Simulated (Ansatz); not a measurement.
A series of calculations on CH₅NOS

Part 1: Relaxation

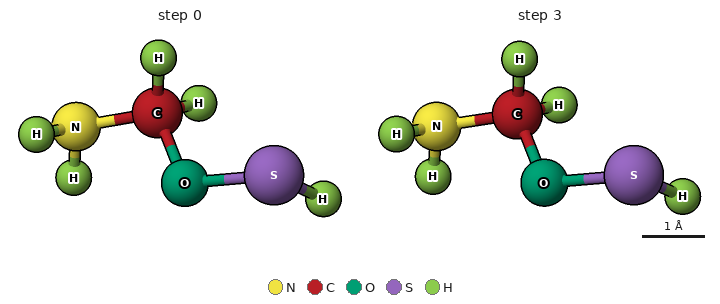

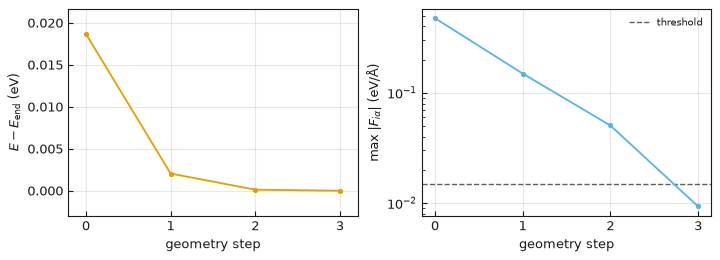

First and last geometry of a relaxation of CH₅NOS, with the history of the run. A ball-and-stick model, seen at a tilt.

The run prepares an end point of a later path (torsion) calculation, from a guessed geometry.

Theory: RHF/def2-SVP (Ansatz). Settings: no spin polarisation; force threshold 0.015 eV/Å; at most 40 steps.

Read the history and describe the run.

It converged. After 3 geometry steps the energy has fallen by 0.019 eV. Largest force component: 0.48 eV/Å at the start, 0.0093 eV/Å at the end. The atom that moves furthest after the best rigid fit is an H atom (0.043 Å). Largest moves by element: H 0.043 Å, C 0.022 Å, O 0.016 Å, S 0.008 Å, N 0.006 Å. Among the contacts that change: C–O 1.437 → 1.418 Å, H–S 1.351 → 1.339 Å, H–N 1.014 → 1.004 Å, C–H 1.099 → 1.092 Å. Cost: 13 s on 1 thread of Arm Neoverse N1 (shared host), peak memory 0.15 GiB.

```
step  E − E(0), eV  largest force component, eV/Å
   0        0.0000                         0.4753
   1       -0.0166                         0.1495
   2       -0.0186                         0.0506
   3       -0.0187                         0.0093
```

Part 2: Relaxation

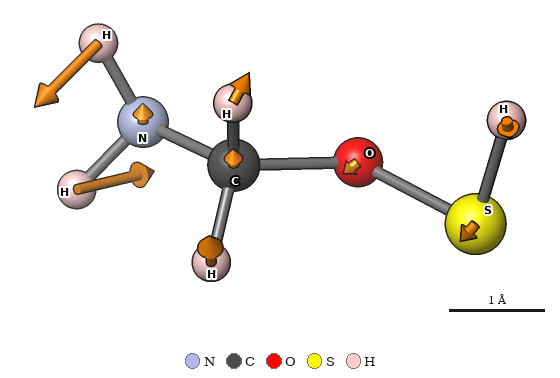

This is a relaxation of CH5NOS. The starting structure is drawn; orange arrows show the displacements, 2 times their true length. The two geometries are superimposed by the best rigid fit.

The picture is a ball-and-stick view, seen at a tilt.

The run prepares an end point of a later path (torsion) calculation, from a guessed geometry.

Computed with RHF/def2-SVP in Ansatz 0.2.0. Set-up: no spin polarisation; force threshold 0.015 eV/Å; at most 40 steps.

### Which element moves most?

Hydrogen: up to 0.58 Å, against 0.13 Å for sulfur.

### What happened in the run?

Over 18 accepted moves (20 points after the start) the energy falls by 0.081 eV. The largest force component goes from 0.7 to 0.0023 eV/Å. The line search rejected the trial steps at points 8, 10 of the run. The forces were under the threshold at step 6, but the run went on from there. The largest move after the best rigid fit is that of an H atom, 0.58 Å. Largest moves by element: H 0.58 Å, S 0.13 Å, N 0.12 Å, C 0.12 Å, O 0.11 Å. Near-neighbour distances that change, for instance: C–O 1.437 → 1.405 Å, H–S 1.351 → 1.339 Å, H–N 1.014 → 1.003 Å, C–N 1.418 → 1.423 Å. Among the angles between lasting bonds that change: N–C–H 109.9° → 114.6°, N–C–O 109.7° → 107.6°. Groups turn about C–N by about 45°. Cost: 61 s on 1 thread of Arm Neoverse N1 (shared host), peak memory 0.15 GiB.

Part 3: Path

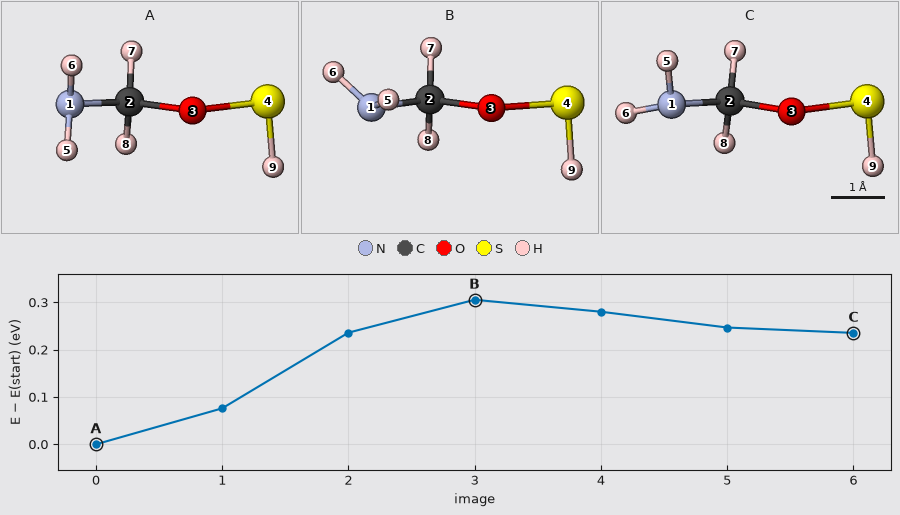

NEB run on CH$_{5}$NOS. Images are numbered from 0 (start) to 6 (end). Frames A to C are images 0, 3, 6. Style: ball-and-stick. Shown at a tilt.

Computed with Ansatz, RHF/def2-SVP. Run with 5 movable images; climbing image; force threshold 0.05 eV/Å; iteration limit 60; starting path through a guess of the saddle point.

Q: What happens along the path, and what is the barrier?

A: The motion is a rotation about the N1–C2 bond by about 135°. No bond forms or breaks between the ends. Bond angles that change up to the highest image, for instance: N1–C2–O3 110.8° → 106.8°, N1–C2–H7 110.1° → 113.0°. Forward barrier 0.31 eV, backward barrier 0.07 eV, with image 3 at the top; the reaction energy is +0.24 eV. The band is converged.

The run took 73 s on 1 thread of Arm Neoverse N1, on a shared host, peak memory 0.15 GiB.
